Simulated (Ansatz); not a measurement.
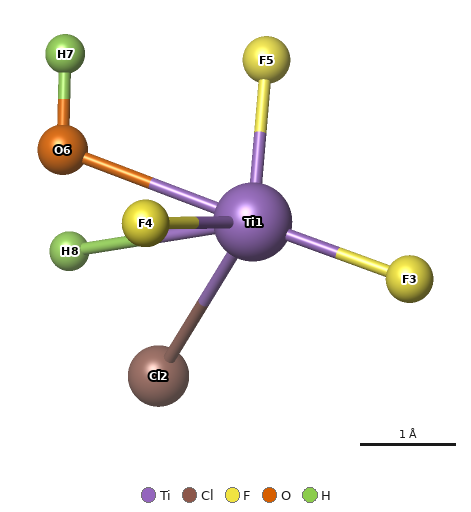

Fig. 1: The structure as given in the input (ball-and-stick view, seen at an oblique angle; atoms are numbered from 1 in the order of the input). Sticks mark near contacts.

## Geometry relaxation of TiH$_{2}$ClOF$_{3}$

The run: geometry relaxation of TiH$_{2}$ClOF$_{3}$. Method and program: RKS LDA/def2-SVP (Ansatz 0.2.0).

The input holds or restrains some coordinates. Forces given for the steps count only the free coordinates. It belongs to a series of runs on one base structure; here: pulled along the bonds that form and break, towards end A. Figures and captions count atoms from 1; the log counts them from 0 in places.

What the program printed:
```
The last accepted step is kept in [file] (removed where the run ends without a failure and the disk answers)
Engine: ansatz 0.2.0, aarch64-unknown-linux-gnu
Functional definition: SPW92
  exchange = slater_x
  correlation = pw_c
1278 factors; their error is unknown
mean field evaluation 1: about -45683.9395 eV, gradient 8.3e1 eV
mean field evaluation 2: about -45004.6746 eV, gradient 5.0e2 eV
mean field evaluation 4: about -45678.3462 eV, gradient 1.1e2 eV
mean field evaluation 8: about -45696.8096 eV, gradient 1.7e-1 eV
mean field -45696.75712743 eV, -1679.3248500584 hartree, gradient 2.1e-5 eV, S^2 0.000000; 0 other end points of the search recorded, 0 dependent functions left out
the calculation of the forces begins
reference -45696.75722100 eV, -1679.3248534974 hartree; 38, 38 occupied and 77, 77 virtual orbitals, 1278 factors
relax step   1: F+E_penalty+E_count = -45696.75712743 eV  Δ(F+E_penalty+E_count) = +0.000e0 eV  max|allowed force component| = 3.522e0 eV/Å  E_restraint = 27.33870156 eV  max|allowed force component, restraints' pulls added| = 2.897e1 eV/Å  Δτ_max = 0.0000 Å  (62 SCF iters, accepted)
  distance Ti 0 - O 5 = 2.2200 Å
  distance H 7 - Cl 1 = 1.6941 Å
  distance Ti 0 - Cl 1 = 2.7200 Å
  distance H 7 - O 5 = 1.3605 Å
these checks for a lower state are left out or cut short: starts, cluster_reference, orbital_swaps, neighbouring_geometries, increment
1278 factors; their error is unknown
mean field evaluation 16: about -45697.1681 eV, gradient 1.5e0 eV
mean field -45697.12899450 eV, -1679.3385159214 hartree, gradient 2.4e-5 eV, S^2 0.000000; 0 other end points of the search recorded, 0 dependent functions left out
[... from here on the field's lines of each further geometry are left out, up to the last ...]
relax step   2: F+E_penalty+E_count = -45697.12899450 eV  Δ(F+E_penalty+E_count) = -3.719e-1 eV  max|allowed force component| = 4.567e0 eV/Å  E_restraint = 12.95017402 eV  max|allowed force component, restraints' pulls added| = 2.016e1 eV/Å  Δτ_max = 0.1949 Å  (44 SCF iters, accepted)
relax step   3: F+E_penalty+E_count = -45697.59452760 eV  Δ(F+E_penalty+E_count) = -4.655e-1 eV  max|allowed force component| = 6.356e0 eV/Å  E_restraint = 4.44109922 eV  max|allowed force component, restraints' pulls added| = 1.155e1 eV/Å  Δτ_max = 0.1948 Å  (40 SCF iters, accepted)
relax step   4: F+E_penalty+E_count = -45698.35044154 eV  Δ(F+E_penalty+E_count) = -7.559e-1 eV  max|allowed force component| = 4.987e0 eV/Å  E_restraint = 0.73511726 eV  max|allowed force component, restraints' pulls added| = 6.980e0 eV/Å  Δτ_max = 0.1935 Å  (39 SCF iters, accepted)
relax step   5: F+E_penalty+E_count = -45699.04768605 eV  Δ(F+E_penalty+E_count) = -6.972e-1 eV  max|allowed force component| = 1.926e0 eV/Å  E_restraint = 0.08509293 eV  max|allowed force component, restraints' pulls added| = 2.256e0 eV/Å  Δτ_max = 0.1909 Å  (36 SCF iters, accepted)
relax step   6: F+E_penalty+E_count = -45699.13043319 eV  Δ(F+E_penalty+E_count) = -8.275e-2 eV  max|allowed force component| = 1.629e0 eV/Å  E_restraint = 0.05460868 eV  max|allowed force component, restraints' pulls added| = 1.239e0 eV/Å  Δτ_max = 0.1949 Å  (37 SCF iters, accepted)
relax step   7: F+E_penalty+E_count = -45699.18240745 eV  Δ(F+E_penalty+E_count) = -5.197e-2 eV  max|allowed force component| = 1.841e0 eV/Å  E_restraint = 0.05136719 eV  max|allowed force component, restraints' pulls added| = 1.946e-1 eV/Å  Δτ_max = 0.1870 Å  (37 SCF iters, accepted)
relax step   8: F+E_penalty+E_count = -45699.19075020 eV  Δ(F+E_penalty+E_count) = -8.343e-3 eV  max|allowed force component| = 1.925e0 eV/Å  E_restraint = 0.05576609 eV  max|allowed force component, restraints' pulls added| = 1.963e-1 eV/Å  Δτ_max = 0.0664 Å  (31 SCF iters, accepted)
relax step   9: F+E_penalty+E_count = -45699.19344055 eV  Δ(F+E_penalty+E_count) = -2.690e-3 eV  max|allowed force component| = 1.890e0 eV/Å  E_restraint = 0.05583921 eV  max|allowed force component, restraints' pulls added| = 1.583e-1 eV/Å  Δτ_max = 0.0237 Å  (32 SCF iters, accepted)
the calculation of the forces begins
reference -45699.19380606 eV, -1679.4143963468 hartree; 38, 38 occupied and 77, 77 virtual orbitals, 1278 factors
relax step  10: F+E_penalty+E_count = -45699.19371220 eV  Δ(F+E_penalty+E_count) = -2.716e-4 eV  max|allowed force component| = 1.760e0 eV/Å  E_restraint = 0.05279323 eV  max|allowed force component, restraints' pulls added| = 1.482e-1 eV/Å  Δτ_max = 0.0696 Å  (33 SCF iters, accepted)
  distance Ti 0 - O 5 = 3.0972 Å
  distance H 7 - Cl 1 = 2.5686 Å
  distance Ti 0 - Cl 1 = 2.3179 Å
  distance H 7 - O 5 = 0.9930 Å
1278 factors; their error is unknown
mean field evaluation 96: about -45699.2443 eV, gradient 6.3e-2 eV
```

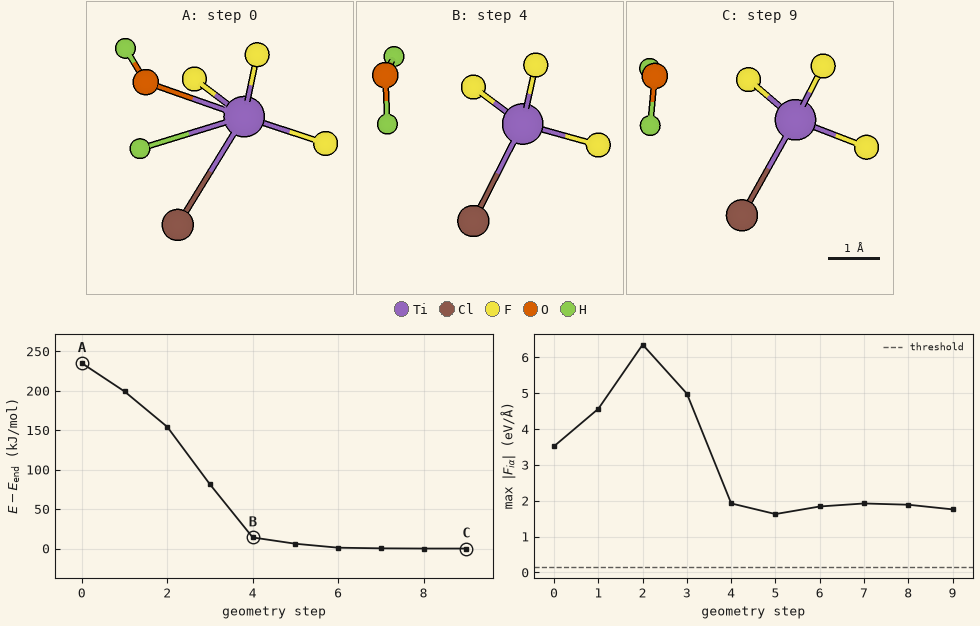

Fig. 2: Frames of the restrained relaxation (ball-and-stick view, seen at a tilt) above the curves, on which the letters mark them (the first geometry is step 0 here and step 1 in the log).

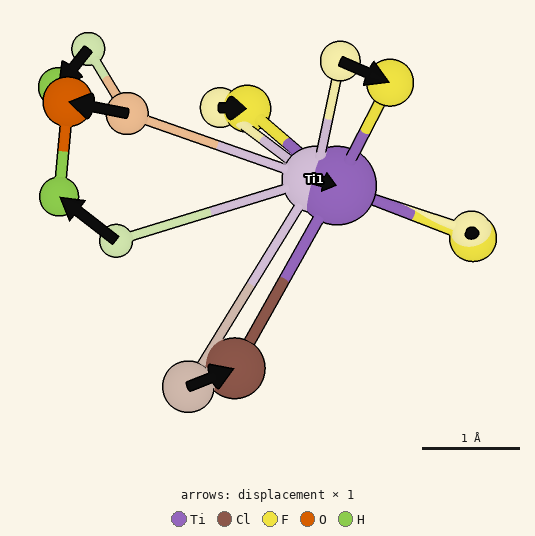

Fig. 3: Start (faint) and end (solid) with the displacements as black arrows, at true length (ball-and-stick view, seen at a tilt). The two geometries are laid on each other by the best rigid fit. H8 moves most after the best rigid fit: 0.75 Å. Largest moves by element: H 0.75 Å, O 0.67 Å, F 0.57 Å, Cl 0.55 Å, Ti 0.24 Å. Among the contacts that change: Ti1–O6 2.220 → 3.097 Å, Ti1–H8 2.424 → 3.085 Å, Ti1–Cl2 2.720 → 2.318 Å, O6–H8 1.361 → 0.993 Å. New bonds form: O6–H8 (1.36 → 0.99 Å). Bonds break: Ti1–O6 (2.22 → 3.10 Å). Among the angles that change: Cl2–Ti1–F4 109.5° → 114.7°, F3–Ti1–F4 109.5° → 105.1°, F3–Ti1–F5 109.5° → 105.8°. The energy falls by 235.1 kJ/mol in 9 geometry steps. The largest force component goes from 3.5 to 1.8 eV/Å. (Atoms are counted from 1 in the order of the input.)

```
mean field -45699.19371220 eV, -1679.4143928971 hartree, gradient 1.6e-5 eV, S^2 0.000000; 1 other end points of the search recorded, 0 dependent functions left out
the calculation of the forces begins
reference -45699.19380606 eV, -1679.4143963468 hartree; 38, 38 occupied and 77, 77 virtual orbitals, 1278 factors
Total energy: -45699.19380606 eV, -1679.4143963468 hartree
Atom 0 at     0.210373     0.102348    -0.035492 Å, force    -0.574511    -0.018728     1.760415 eV/Å
Atom 1 at     0.282454     0.052667     2.280792 Å, force    -0.116396     0.026110    -1.578743 eV/Å
Atom 2 at     1.820739    -0.114918    -0.563194 Å, force     0.015690    -0.017156    -0.000709 eV/Å
Atom 3 at    -0.279883     1.597645    -0.702375 Å, force    -0.005870    -0.020372     0.015901 eV/Å
Atom 4 at    -0.677672    -1.228112    -0.678240 Å, force     0.006456     0.004754    -0.000449 eV/Å
Atom 5 at    -2.717952    -0.007363     0.967343 Å, force     0.895447    -0.194180     0.192693 eV/Å
Atom 6 at    -2.646061    -0.887847     0.538079 Å, force    -0.022639     0.129959     0.068654 eV/Å
Atom 7 at    -2.237898    -0.144120     1.825787 Å, force    -0.198177     0.089613    -0.457762 eV/Å
Dipole moment:     0.035701    -0.284342     0.013187 e Å
```

Trajectory as extended XYZ (Å, eV, eV/Å), 10 frames, from step=1 to step=10:
```
8
Properties=species:S:1:pos:R:3:forces:R:3 step=1 energy=-45696.75713
Ti    0.0000    0.0000    0.0000   -3.5225   0.4077  -0.7769
Cl    0.0000    0.0000    2.7200   -0.6245   0.1002  -2.2355
F     1.7257    0.0000   -0.6094   -2.4621  -0.0302   1.0217
F    -0.8619    1.4933   -0.6094    2.6919  -1.9853   0.2715
F    -0.8619   -1.4933   -0.6094    2.3328   1.6202   0.0319
O    -2.1067    0.0000    0.7000    1.6876   0.3133   2.1103
H    -2.6519   -0.6297    0.1286    0.9951   0.2812   1.4941
H    -1.4892    0.0000    1.9123   -1.0983  -0.7070  -1.9171
8
Properties=species:S:1:pos:R:3:forces:R:3 step=2 energy=-45697.12899
Ti    0.0997    0.0026    0.0281   -4.5673   0.4381  -0.1115
Cl    0.1344    0.0011    2.6809   -0.2836   0.0394  -2.5826
F     1.7309   -0.0003   -0.6095   -1.1773  -0.0101   0.5467
F    -0.8292    1.4665   -0.6023    2.6589  -2.3374   0.6686
F    -0.8319   -1.4676   -0.6038    2.2748   2.0247   0.5496
O    -2.2500    0.0114    0.7969    2.1804   1.0312   2.0545
H    -2.6498   -0.6349    0.1399    0.9545  -0.0630   1.7636
H    -1.6500   -0.0083    1.8025   -2.0404  -1.1229  -2.8890
8
Properties=species:S:1:pos:R:3:forces:R:3 step=3 energy=-45697.59453
Ti    0.1959    0.0060    0.0597   -6.3558   0.3974   0.7007
Cl    0.2617    0.0029    2.6148   -0.0593  -0.0057  -2.7152
F     1.7354   -0.0001   -0.6102    0.8558  -0.0095  -0.3097
F    -0.7939    1.4327   -0.5893    2.6721  -2.3688   0.9206
F    -0.8016   -1.4365   -0.5908    2.2566   2.1533   0.8976
O    -2.3841    0.0301    0.8733    0.2825   0.8587  -0.3694
H    -2.6377   -0.6387    0.1630    1.1380   0.2254   1.9728
H    -1.8216   -0.0261    1.7122   -0.7898  -1.2507  -1.0973
8
Properties=species:S:1:pos:R:3:forces:R:3 step=4 energy=-45698.35044
Ti    0.2384    0.0100    0.0888   -4.9868   0.2176   0.7279
Cl    0.3723    0.0064    2.5013   -0.1455  -0.0189  -2.3906
F     1.7602   -0.0005   -0.6155    0.9364  -0.0091  -0.3646
F    -0.7251    1.3823   -0.5653    1.9962  -1.7143   0.8565
F    -0.7451   -1.3863   -0.5635    1.7077   1.6869   0.9200
O    -2.5693    0.0462    0.9274   -0.7255   0.3212  -1.6932
H    -2.6191   -0.6386    0.1881    0.8114   0.5555   1.8064
H    -1.9582   -0.0492    1.6714    0.4062  -1.0388   0.1376
8
Properties=species:S:1:pos:R:3:forces:R:3 step=5 energy=-45699.04769
Ti    0.2240    0.0306    0.0336   -0.6833  -0.0297   1.9265
Cl    0.3920    0.0168    2.3349   -0.2082  -0.0015  -1.5924
F     1.8002   -0.0211   -0.6091    0.2385  -0.0210  -0.1411
F    -0.5622    1.4051   -0.5800    0.1089   0.3220  -0.1413
F    -0.6578   -1.3397   -0.5276    0.0144  -0.1235  -0.0238
O    -2.7342    0.0497    0.9871    0.3897  -0.6120  -1.5933
H    -2.5833   -0.6492    0.2639   -0.0305   0.9082   1.5965
H    -2.1246   -0.1221    1.7300    0.1706  -0.4425  -0.0310
8
Properties=species:S:1:pos:R:3:forces:R:3 step=6 energy=-45699.13043
Ti    0.2271    0.0698    0.0129   -0.6418   0.0523   1.6018
Cl    0.3502    0.0212    2.3249   -0.1753   0.0417  -1.6294
F     1.8247   -0.0554   -0.5930   -0.1097  -0.0156   0.0320
F    -0.4438    1.4943   -0.6519    0.1862  -0.0228   0.0541
F    -0.6704   -1.2862   -0.5658    0.1024   0.0020   0.0171
O    -2.7253    0.0596    0.9704    0.9116  -1.2906  -0.8593
H    -2.6608   -0.7736    0.3923   -0.0623   1.2386   0.9995
H    -2.1477   -0.1594    1.7429   -0.2112  -0.0055  -0.2158
8
Properties=species:S:1:pos:R:3:forces:R:3 step=7 energy=-45699.18241
Ti    0.1934    0.1082   -0.0295   -0.3758  -0.1016   1.8407
Cl    0.2799    0.0829    2.2867   -0.1105   0.0137  -1.6246
F     1.7987   -0.1509   -0.5655   -0.1197   0.0280   0.0206
F    -0.2965    1.5971   -0.7040   -0.0064   0.0378  -0.0238
F    -0.7292   -1.2241   -0.6288   -0.0007   0.0191  -0.0155
O    -2.7318   -0.0255    0.9874    0.9024   0.0773   0.3209
H    -2.5310   -0.8218    0.4596   -0.0487  -0.1946  -0.0808
H    -2.2295   -0.1956    1.8269   -0.2406   0.1202  -0.4376
8
Properties=species:S:1:pos:R:3:forces:R:3 step=8 energy=-45699.19075
Ti    0.2056    0.1181   -0.0302   -0.7672  -0.1176   1.9251
Cl    0.2837    0.0911    2.2844   -0.0907   0.0200  -1.5926
F     1.7977   -0.1580   -0.5678    0.1963  -0.0277  -0.0779
F    -0.2691    1.6109   -0.7060   -0.0118   0.0765  -0.0353
F    -0.7380   -1.2013   -0.6241    0.0611  -0.0064  -0.0483
O    -2.7207   -0.0301    0.9751    0.8667  -0.1297   0.1968
H    -2.5763   -0.8656    0.4806   -0.0429   0.0756   0.0559
H    -2.2287   -0.1947    1.8208   -0.2115   0.1094  -0.4237
8
Properties=species:S:1:pos:R:3:forces:R:3 step=9 energy=-45699.19344
Ti    0.2056    0.1136   -0.0300   -0.6888  -0.0765   1.8898
Cl    0.2861    0.0799    2.2844   -0.1065   0.0230  -1.5840
F     1.8022   -0.1452   -0.5664    0.1583  -0.0266  -0.0600
F    -0.2735    1.6060   -0.7049   -0.0180   0.0644  -0.0251
F    -0.7212   -1.2094   -0.6360    0.0215  -0.0290  -0.0453
O    -2.7217   -0.0244    0.9728    0.8701  -0.0461   0.2451
H    -2.5957   -0.8691    0.4937   -0.0247  -0.0121   0.0032
H    -2.2277   -0.1811    1.8190   -0.2119   0.1029  -0.4237
8
Properties=species:S:1:pos:R:3:forces:R:3 step=10 energy=-45699.19371
Ti    0.2104    0.1023   -0.0355   -0.5745  -0.0187   1.7604
Cl    0.2825    0.0527    2.2808   -0.1164   0.0261  -1.5787
F     1.8207   -0.1149   -0.5632    0.0157  -0.0172  -0.0007
F    -0.2799    1.5976   -0.7024   -0.0059  -0.0204   0.0159
F    -0.6777   -1.2281   -0.6782    0.0065   0.0048  -0.0004
O    -2.7180   -0.0074    0.9673    0.8954  -0.1942   0.1927
H    -2.6461   -0.8878    0.5381   -0.0226   0.1300   0.0687
H    -2.2379   -0.1441    1.8258   -0.1982   0.0896  -0.4578
```

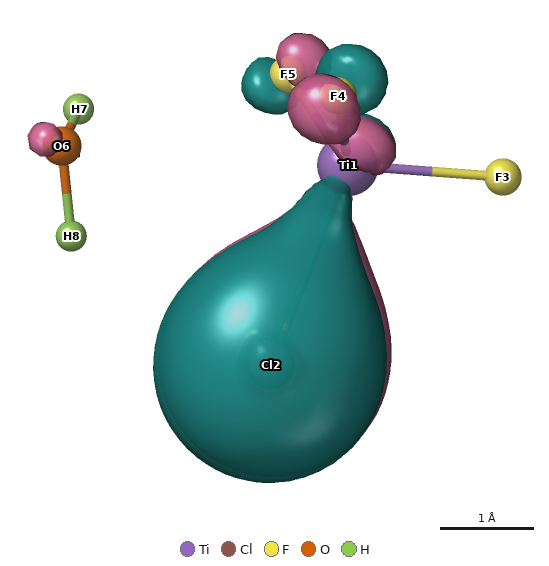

Fig. 4: The HOMO−1 at ±0.1 Å⁻³ᐟ² (teal and pink are the two phases), seen face on. Its energy is −8.24 eV.

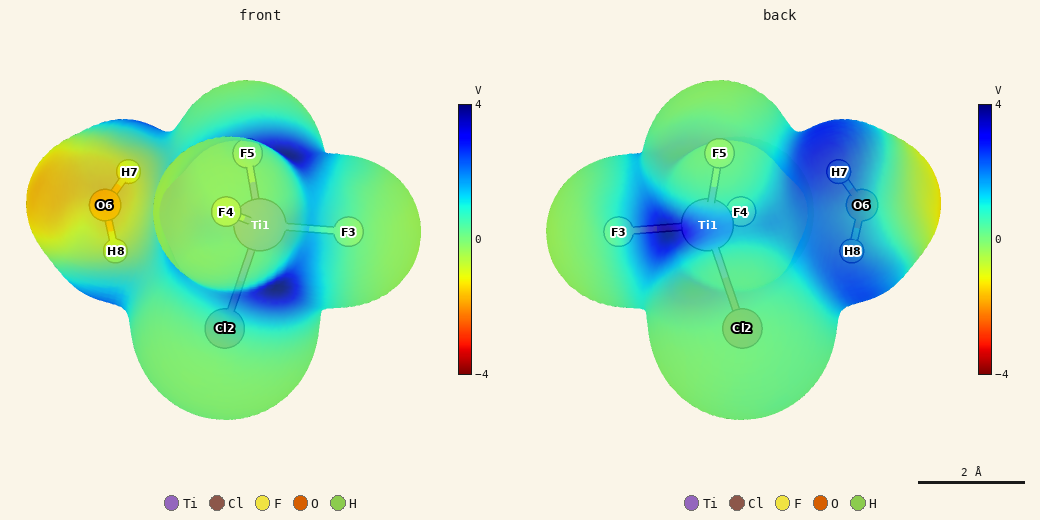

Fig. 5: The electrostatic potential painted on the density surface at 0.004 e/bohr³, seen at a tilt and from behind; the colour scale runs from red (negative) to blue (positive).

This output came from the following input.

Input:
```yaml
crystal:
  periodic: [false, false, false]
  atoms:
    - { symbol: Ti, position_ang: [0.0, 0.0, 0.0] }
    - { symbol: Cl, position_ang: [0.0, 0.0, 2.72] }
    - { symbol: F, position_ang: [1.7257, 0.0, -0.6094] }
    - { symbol: F, position_ang: [-0.8619, 1.4933, -0.6094] }
    - { symbol: F, position_ang: [-0.8619, -1.4933, -0.6094] }
    - { symbol: O, position_ang: [-2.1067, 0.0, 0.7] }
    - { symbol: H, position_ang: [-2.6519, -0.6297, 0.1286] }
    - { symbol: H, position_ang: [-1.4892, 0.0, 1.9123] }
basis:
  gaussian: { orbitals: def2-SVP }
hamiltonian:
  xc: lda
relax:
  f_tol: 0.15
  max_steps: 25
  restrain:
    - { distance: [0, 5], at: 3.12, k: 30.0 }
    - { distance: [7, 1], at: 2.57, k: 30.0 }
    - { distance: [0, 1], at: 2.37, k: 30.0 }
    - { distance: [7, 5], at: 1.01, k: 30.0 }
output:
  orbitals: {}
```

Command:
```bash
ansatz run input.yaml --threads 4 --pin off --max-ram 5120MiB --backend cpu --events-out ev --progress --plain --runs-dir out
```

Results in brief:

- outcome: converged under the restraints of the input
- total energy: −45699.1938 eV
- mean-field energy: −45699.1938 eV
- largest force (length of the vector) at the end, held atoms and coordinates included: 1.852 eV/Å
- hardware: 4 threads of Arm Neoverse V1, 24 GiB of memory available, shared host
- wall time: 12 s (CPU time 43 s)
- peak memory: 0.18 GiB
